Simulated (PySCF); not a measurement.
# C₂H₃BF₄: NMR shifts at several levels of theory, part 2 of 2

PySCF 2.14.0. Atoms count from 0. The steps go on from the part before.

## Step 9: NMR shieldings: wB97X-D/pcSseg-2

What the job is given:

```
{"job": {"kind": "nmr", "xc": "wB97X-D", "basis": "pcSseg-2", "pop": false}, "charge": 0, "multiplicity": 1}
F      2.480988    -0.762908     0.264045
B      1.425773    -0.185631    -0.280591
C      0.080328    -0.248203     0.527065
C     -1.111320     0.315212    -0.187027
F     -2.228902     0.219646     0.540604
F     -0.937775     1.609568    -0.479664
F     -1.333867    -0.329402    -1.339307
H      1.573893     0.354314    -1.350235
H      0.219315     0.300487     1.474370
H     -0.127854    -1.293021     0.810037
```

Level: GIAO wB97X-D/pcSseg-2 NMR shielding, non-relativistic, gas phase.

The program printed:

```text
coarse grid: 9464 points
cycle   1  E = -502.1871957401  dE =  1.105e+00  |g| = 1.082e+00  |ddm| = 2.069e+00
cycle   2  E = -502.1480453206  dE =  3.915e-02  |g| = 1.302e+00  |ddm| = 9.317e-01
cycle   3  E = -502.3823965967  dE = -2.344e-01  |g| = 6.354e-02  |ddm| = 4.673e-01
cycle   4  E = -502.3830483226  dE = -6.517e-04  |g| = 3.179e-02  |ddm| = 4.878e-02
cycle   5  E = -502.3832300640  dE = -1.817e-04  |g| = 9.400e-03  |ddm| = 2.075e-02
cycle   6  E = -502.3832427349  dE = -1.267e-05  |g| = 2.446e-03  |ddm| = 4.550e-03
cycle   7  E = -502.3832438477  dE = -1.113e-06  |g| = 5.719e-04  |ddm| = 1.795e-03
final grid: 96160 points
cycle   8  E = -502.3824611186  dE = -2.967e-04  |g| = 1.407e-02  |ddm| = 5.219e-02
cycle   9  E = -502.3824600198  dE =  1.099e-06  |g| = 1.484e-02  |ddm| = 1.071e-02
cycle  10  E = -502.3824887612  dE = -2.874e-05  |g| = 1.051e-03  |ddm| = 5.110e-03
cycle  11  E = -502.3824889377  dE = -1.766e-07  |g| = 4.876e-04  |ddm| = 8.048e-04
cycle  12  E = -502.3824889816  dE = -4.389e-08  |g| = 8.852e-05  |ddm| = 3.743e-04
cycle  13  E = -502.3824889833  dE = -1.638e-09  |g| = 4.011e-05  |ddm| = 8.614e-05
cycle  14  E = -502.3824889837  dE = -4.420e-10  |g| = 9.479e-06  |ddm| = 4.209e-05
converged SCF energy = -502.3824889837

GIAO shielding tensors (ppm)
atom      isotropic    diamagn.    paramagn.     s11        s22        s33       span
  0 F      190.085     464.565    -274.479      2.872     71.969    495.415    492.543
  1 B       45.396     192.223    -146.827    -11.840     61.704     86.324     98.164
  2 C      152.012     249.191     -97.179    141.710    142.571    171.754     30.045
  3 C       47.738     239.236    -191.498     44.114     48.357     50.743      6.628
  4 F      247.975     466.880    -218.905    162.481    242.254    339.188    176.707
  5 F      252.427     469.077    -216.650    167.359    252.186    337.736    170.376
  6 F      251.180     469.224    -218.044    166.268    249.622    337.650    171.382
  7 H       25.762      28.730      -2.968     24.008     24.295     28.983      4.975
  8 H       29.670      30.101      -0.431     25.762     29.375     33.872      8.111
  9 H       29.585      30.189      -0.604     25.710     29.385     33.661      7.951
```

Wall time 42 s (1 thread of Arm Neoverse V1, shared host); peak memory 1.2 GiB.

Key values: δ C3 136.7, C2 32.4, F0 -3.7, F4 -64.1, H7 5.59, H8 1.73 ppm (means over like atoms).

## Step 10: Nuclear shieldings: PBE0/STO-3G

Same as in step 9 but for these lines:

```diff
@@ -1,2 +1,2 @@
-{"job": {"kind": "nmr", "xc": "wB97X-D", "basis": "pcSseg-2", "pop": false}, "charge": 0, "multiplicity": 1}
+{"job": {"kind": "nmr", "xc": "PBE0", "basis": "STO-3G", "pop": true}, "charge": 0, "multiplicity": 1}
 F      2.480988    -0.762908     0.264045
```

Level: GIAO PBE0/STO-3G NMR shielding, non-relativistic, gas phase.

The program printed:

```text
coarse grid: 9464 points
cycle   1  E = -494.6500000880  dE =  1.087e+00  |g| = 8.004e-01  |ddm| = 3.995e+00
cycle   2  E = -494.6086733297  dE =  4.133e-02  |g| = 9.604e-01  |ddm| = 2.101e+00
cycle   3  E = -494.8582645290  dE = -2.496e-01  |g| = 1.307e-01  |ddm| = 1.133e+00
cycle   4  E = -494.8636808455  dE = -5.416e-03  |g| = 2.235e-02  |ddm| = 1.891e-01
cycle   5  E = -494.8638429437  dE = -1.621e-04  |g| = 2.728e-03  |ddm| = 2.941e-02
cycle   6  E = -494.8638451388  dE = -2.195e-06  |g| = 8.425e-04  |ddm| = 4.839e-03
final grid: 96160 points
cycle   7  E = -494.8136874811  dE = -6.339e-06  |g| = 3.093e-03  |ddm| = 1.029e-02
cycle   8  E = -494.8136871584  dE =  3.228e-07  |g| = 3.273e-03  |ddm| = 7.760e-03
cycle   9  E = -494.8136903134  dE = -3.155e-06  |g| = 2.810e-04  |ddm| = 4.112e-03
cycle  10  E = -494.8136903400  dE = -2.666e-08  |g| = 5.236e-05  |ddm| = 4.204e-04
cycle  11  E = -494.8136903409  dE = -8.835e-10  |g| = 7.064e-06  |ddm| = 7.392e-05
converged SCF energy = -494.8136903409

GIAO shielding tensors (ppm)
atom      isotropic    diamagn.    paramagn.     s11        s22        s33       span
  0 F      187.775     450.955    -263.180    -69.989      0.553    632.763    702.752
  1 B       79.529     199.644    -120.115     44.354     68.559    125.673     81.319
  2 C      217.073     246.089     -29.015    209.317    217.932    223.971     14.654
  3 C      137.098     253.888    -116.790    115.544    145.906    149.843     34.300
  4 F      398.236     453.506     -55.270    355.049    405.732    433.927     78.878
  5 F      397.364     454.808     -57.445    355.037    403.982    433.072     78.036
  6 F      396.677     454.865     -58.187    354.083    403.855    432.094     78.011
  7 H       26.868      30.581      -3.713     23.914     26.295     30.396      6.483
  8 H       31.474      30.502       0.972     25.839     29.593     38.991     13.152
  9 H       31.328      30.581       0.747     25.702     29.594     38.689     12.988
```

Wall time 2.7 s (1 thread of Arm Neoverse V1, shared host); peak memory 0.33 GiB.

This run: δ C3 97.6, C2 17.6, F0 116.6, F4 -93.0, H7 5.74, H8 1.20 ppm (means over like atoms).

## Step 11: NMR shieldings: PBE0/6-31G

Same as in step 10 but for these lines:

```diff
@@ -1,2 +1,2 @@
-{"job": {"kind": "nmr", "xc": "PBE0", "basis": "STO-3G", "pop": true}, "charge": 0, "multiplicity": 1}
+{"job": {"kind": "nmr", "xc": "PBE0", "basis": "6-31G", "pop": true}, "charge": 0, "multiplicity": 1}
 F      2.480988    -0.762908     0.264045
```

Method: GIAO PBE0/6-31G NMR shielding, non-relativistic, gas phase.

The program printed:

```text
coarse grid: 9464 points
cycle   1  E = -501.4797178408  dE =  1.128e+00  |g| = 9.717e-01  |ddm| = 2.956e+00
cycle   2  E = -501.2930419615  dE =  1.867e-01  |g| = 1.474e+00  |ddm| = 1.904e+00
cycle   3  E = -501.6676939077  dE = -3.747e-01  |g| = 9.443e-02  |ddm| = 1.148e+00
cycle   4  E = -501.6694147005  dE = -1.721e-03  |g| = 3.481e-02  |ddm| = 1.032e-01
cycle   5  E = -501.6696136963  dE = -1.990e-04  |g| = 8.821e-03  |ddm| = 2.884e-02
cycle   6  E = -501.6696286371  dE = -1.494e-05  |g| = 1.222e-03  |ddm| = 7.624e-03
cycle   7  E = -501.6696289869  dE = -3.498e-07  |g| = 1.638e-04  |ddm| = 1.848e-03
final grid: 96160 points
cycle   8  E = -501.6720600721  dE = -1.610e-05  |g| = 7.470e-03  |ddm| = 1.628e-02
cycle   9  E = -501.6720522049  dE =  7.867e-06  |g| = 1.016e-02  |ddm| = 1.371e-02
cycle  10  E = -501.6720710990  dE = -1.889e-05  |g| = 4.872e-04  |ddm| = 7.622e-03
cycle  11  E = -501.6720711459  dE = -4.691e-08  |g| = 1.408e-04  |ddm| = 5.176e-04
cycle  12  E = -501.6720711489  dE = -2.974e-09  |g| = 5.299e-05  |ddm| = 1.395e-04
cycle  13  E = -501.6720711494  dE = -5.243e-10  |g| = 1.298e-05  |ddm| = 4.944e-05
converged SCF energy = -501.6720711494

GIAO shielding tensors (ppm)
atom      isotropic    diamagn.    paramagn.     s11        s22        s33       span
  0 F      163.685     465.727    -302.042    -43.789     28.274    506.568    550.357
  1 B       60.650     192.035    -131.385      5.589     75.440    100.920     95.331
  2 C      167.424     253.798     -86.374    156.955    159.317    186.000     29.045
  3 C       69.644     239.651    -170.006     66.920     69.851     72.162      5.242
  4 F      260.660     473.366    -212.706    178.903    260.950    342.128    163.225
  5 F      262.025     475.442    -213.418    181.516    264.127    340.431    158.915
  6 F      261.311     475.506    -214.195    180.480    262.224    341.230    160.750
  7 H       25.965      28.072      -2.107     23.590     24.926     29.379      5.789
  8 H       30.850      29.481       1.369     26.703     30.139     35.708      9.006
  9 H       30.759      29.598       1.161     26.607     30.205     35.464      8.857
```

Wall time 5.1 s (1 thread of Arm Neoverse V1, shared host); peak memory 0.44 GiB.

In short: δ C3 129.9, C2 32.1, F0 13.7, F4 -84.0, H7 6.65, H8 1.81 ppm (means over like atoms).

## Step 12: Comparing the runs: NMR shifts

Shifts (ppm), means over like atoms, with basis size and wall time:

| run | C3 | C2 | H7 | H8 | F0 | F4 | B1 | functions | time |
| --- | --- | --- | --- | --- | --- | --- | --- | --- | --- |
| B3LYP/pcSseg-2 | 138.3 | 33.0 | 5.68 | 1.76 | -5.6 | -73.2 | 57.0 | 294 | 31 s |
| CAM-B3LYP/pcSseg-2 | 138.5 | 33.9 | 5.69 | 1.78 | 6.4 | -61.2 | 58.5 | 294 | 43 s |
| B97-2/pcSseg-2 | 135.0 | 31.2 | 5.60 | 1.75 | -11.4 | -72.0 | 54.1 | 294 | 32 s |
| KT2/pcSseg-2 | 136.2 | 32.0 | 5.79 | 1.81 | -21.5 | -92.9 | 53.5 | 294 | 46 s |
| BLYP/pcSseg-2 | 142.6 | 34.2 | 5.84 | 1.81 | -9.1 | -85.8 | 57.0 | 294 | 44 s |
| PBE/pcSseg-2 | 141.7 | 33.9 | 5.94 | 1.83 | -4.1 | -85.7 | 57.2 | 294 | 44 s |
| mPW1PW91/pcSseg-2 | 136.5 | 32.2 | 5.69 | 1.75 | -2.9 | -70.3 | 56.4 | 294 | 31 s |
| wB97X-D/pcSseg-2 | 136.7 | 32.4 | 5.59 | 1.73 | -3.7 | -64.1 | 54.6 | 294 | 42 s |
| PBE0/STO-3G | 97.6 | 17.6 | 5.74 | 1.20 | 116.6 | -93.0 | 49.2 | 38 | 2.7 s |
| PBE0/6-31G | 129.9 | 32.1 | 6.65 | 1.81 | 13.7 | -84.0 | 52.5 | 69 | 5.1 s |

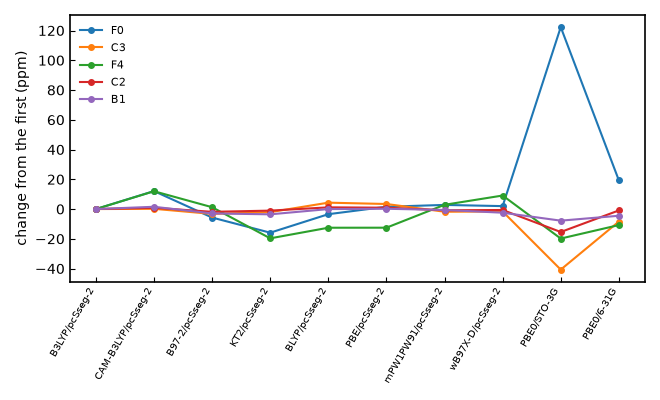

How five of the tabulated atoms move from run to run.

## Step 13: Outcome

What follows sums up all 2 parts.

```
                                                                  quantity                                             value
                                   ¹³C shifts against TMS (B3LYP/pcSseg-2)                                   138.3, 33.0 ppm
   ¹H shifts against TMS (B3LYP/pcSseg-2, means over atoms taken as alike)                                    5.68, 1.76 ppm
¹⁹F shifts against CFCl3 (B3LYP/pcSseg-2, means over atoms taken as alike)                                   -5.6, -73.2 ppm
                              ¹¹B shifts against BF3·OEt2 (B3LYP/pcSseg-2)                                          57.0 ppm
                                                  range of the shift of F0                                -21.5 to 116.6 ppm
                                             property runs in this session  10, of which 0 failed and 1 gave unsound results
```

In words: Single values in the summary come from the first run of each kind that ended normally (B3LYP/pcSseg-2), which need not be the best level. At B3LYP/pcSseg-2: The largest span, 503 ppm, is at F0, where the paramagnetic term is -291 ppm. Across the 10 runs the shift of F0 moves most, between -21.5 (KT2/pcSseg-2) and 116.6 ppm (PBE0/STO-3G). A minimal basis is unusable for shieldings, so that end is no result. Most of that comes from the computed reference, not from the atom's own shielding.
